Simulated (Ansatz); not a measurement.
# BH$_{5}$NO$_{2}$···Cl: what the fields show

The calculation's input:

```
crystal:
  periodic: [false, false, false]
  atoms:
    - {symbol: B, position_ang: [-0.097891, 0.311987, -0.645371]}
    - {symbol: Cl, position_ang: [1.829134, -1.018720, 1.754475]}
    - {symbol: O, position_ang: [-1.013682, 0.813269, -1.505064]}
    - {symbol: O, position_ang: [1.211178, 0.259379, -0.838983]}
    - {symbol: H, position_ang: [0.197421, -0.611987, 1.264183]}
    - {symbol: N, position_ang: [-0.683655, -0.234950, 0.662999]}
    - {symbol: H, position_ang: [-0.615250, 1.147560, -2.314285]}
    - {symbol: H, position_ang: [1.691994, -0.154935, -0.063440]}
    - {symbol: H, position_ang: [-1.340448, -0.993535, 0.498169]}
    - {symbol: H, position_ang: [-1.178803, 0.482032, 1.187219]}
basis:
  gaussian: {orbitals: def2-TZVPP}
hamiltonian: {xc: pbe0, dispersion: d4}
output: {orbitals: {seedname: orbitals}}
```

Launched as:

```sh
ansatz run in.yaml --threads 4 --pin off --events-out ev --progress --plain --max-ram 9574MiB
```

The product side of a reaction path; geometry: PBE0-D4/def2-TZVP.

Method: Ansatz 0.2.0, RKS PBE0-D4/def2-TZVPP.

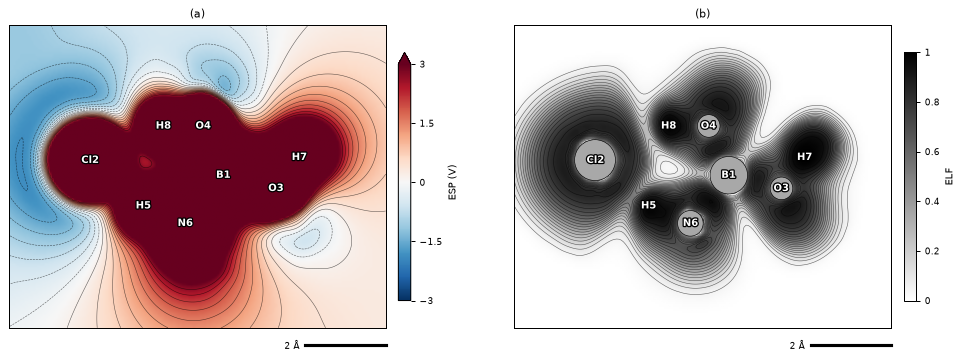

Figure 1. (a) molecular electrostatic potential; (b) ELF on the plane of atoms O4, B1 and N6. Grey discs cover the atomic cores in the ELF map.

Describe what can be read from this map.

Atoms in the plane: B, Cl, O, H and N.
Cl2···H5 (1.75 Å): the ELF climbs to about 0.90 towards the hydrogen, as it does in any bond to H: by its geometry a hydrogen bond between the two molecules, with no shared pair.
B–O (1.32 Å): the ELF peaks at about 0.90 between the atoms: a polar covalent bond.
B–N (1.53 Å): the ELF peaks at about 0.95 between the atoms; a polar covalent bond.
O–H (0.96 Å): the ELF climbs to about 1 towards the hydrogen; an ordinary covalent bond to hydrogen.
The ELF also peaks beside O3 and O4, away from the bonds: lone-pair regions.
Outside the dense part of the complex the potential is most negative (−1.9 V) near Cl2.

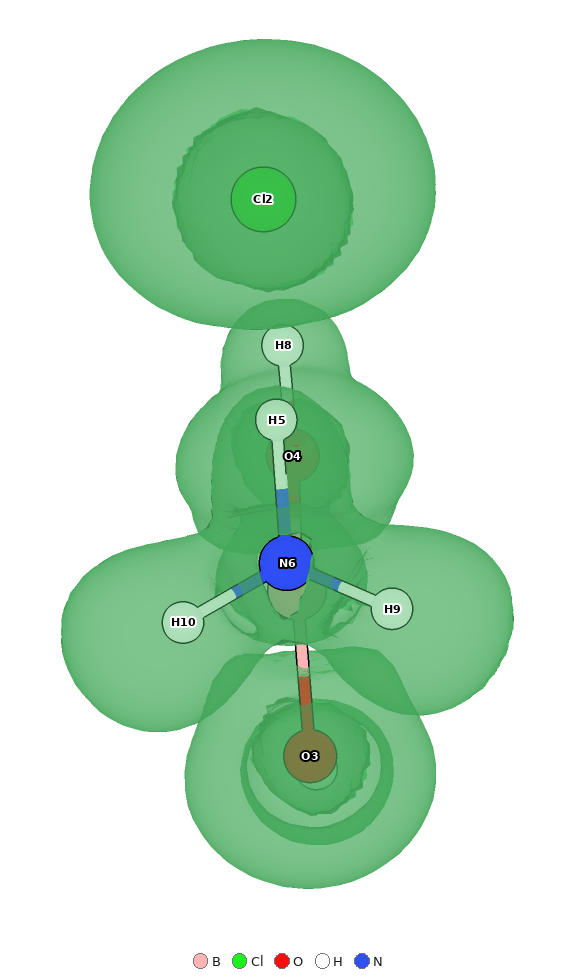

Figure 2. Isosurface of the ELF at 0.75 (green), seen at an oblique angle. Core shells and regions of very low density are left out.

What do the ELF domains correspond to?

At this value the surface marks out one region wrapped around Cl (its valence shell), one joined region spread over several atoms (H, N), in which their bonds and any lone pairs are merged and two joined regions spread over several atoms (H, O), in which their bonds and any lone pairs are merged.

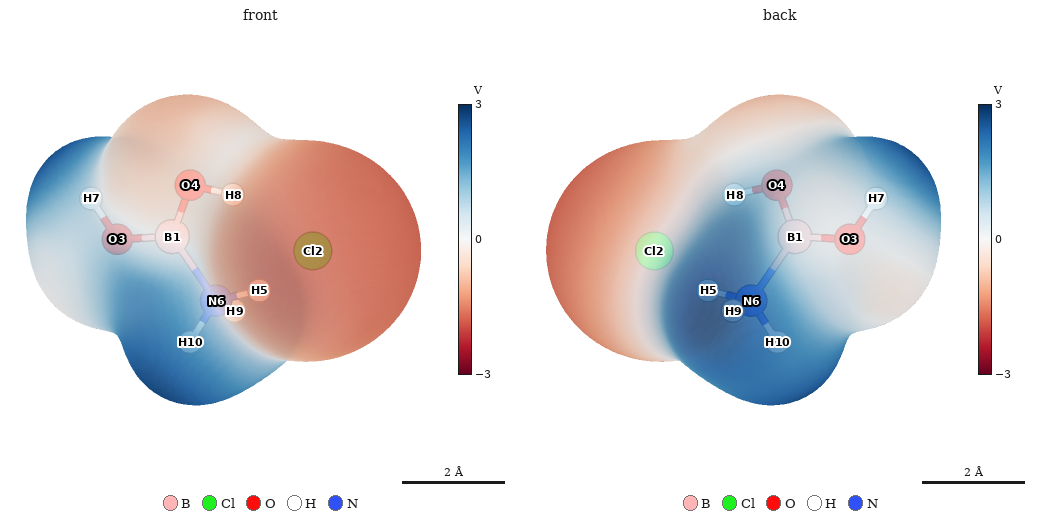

Figure 3. The molecular electrostatic potential painted on the density surface at 0.001 e/bohr³, seen from the front and from behind; the colour scale runs from red (negative) to blue (positive).

Where is the surface potential most negative and most positive?

The most negative region (about −1.7 V) lies over Cl2, the most positive (about +2.7 V) over H7, H9 and H10.
